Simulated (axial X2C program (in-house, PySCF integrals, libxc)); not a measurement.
# PdOH⁺: the levels of the configuration d8 s0

Aim: the spin–orbit levels of PdOH⁺ that arise from the configuration d8 s0 of Pd, and how they move with the bond.

Program: an in-house X2C program for linear molecules on PySCF integrals. Level of theory: two-component X2C, average-of-configuration Hartree–Fock and CI in the open shells. These are calculated values, not measurements.

All values are calculated.

## 1. Set-up

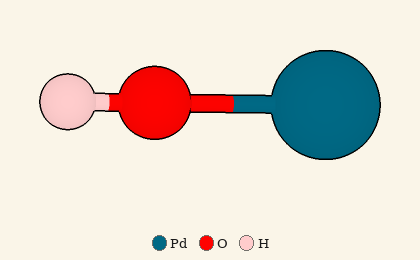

The atoms on one line, bonds 1.866 and 0.950 Å (palladium blue, oxygen red, hydrogen pink).

The input, task.json:

```json
{"zs": [46, 8, 1], "q": 1, "bas": ["dyall-v3z", "dyall-v3z", "dyall-v3z"], "r0": 1.83, "metal": 0, "shells": [[2, [0, 1, 2], 8], [0, [0], 0]], "fix": 0, "emax": 3.2, "nroots": 4, "r2": 0.95}
```

Keys: zs atomic numbers; q charge; bas basis sets; r0 starting distance in Å; metal index of the metal atom; shells open shells as [l, |m| values, electrons]; fix electron count of the first shell held; emax energy window in eV; nroots roots for each Ω; r2 second bond in Å, held.

Started as:

```sh
python soci.py task.json out
```

Two-component X2C with atomic mean-field Coulomb and Gaunt terms, basis Pd dyall-v3z, O dyall-v3z, H dyall-v3z (cores contracted in-house). Orbitals come from Hartree–Fock averaged over the configuration Pd d8 s0; CI then distributes these electrons over the d, s shells of Pd.

## 2. CI at Pd–O–H held linear, bonds 1.866 and 0.950 Å (the second held)

What does the calculation give? Wanted: lowest level of the model; next level.

The runs gave:

| quantity | value |
| --- | --- |
| lowest level of the model | Ω = 2, g∥ = 5.86, 100% d8 |
| next level | Ω = 0, 70 cm⁻¹ higher |

In words: In the lowest level ⟨Sz⟩ = 0.93 and ⟨Lz⟩ = 1.07; its leading determinant has weight 0.40 among 60. From 1.866 to 1.941 Å the gap from the lowest to the fifth level goes from 3720 to 3293 cm⁻¹. There is no dynamic correlation: spin–orbit spacings and, for f shells, spacings inside one term are the most reliable numbers, splittings between terms come out too wide, and energies between configurations are not reliable, so the lowest level need not be the ground state of the molecule. For d shells the ligand-field splittings (σ, π, δ) and their order can be off by a thousand cm⁻¹ or more. At most 4 roots were kept for each Ω > 0 (twice that for Ω = 0) within 3.2 eV of the lowest, so higher up levels can be missing between those listed; levels with Ω > 0 are doubly degenerate and listed once, Ω = 0 levels singly. The open spinors mix strongly with ligand orbitals, which this small active space describes poorly. Some active spinors are only partly of the character that their shell is named for, so the shell names and counts are nominal. States that fill the shells left empty in the average are placed too high. The molecule was held linear; bending was not examined.
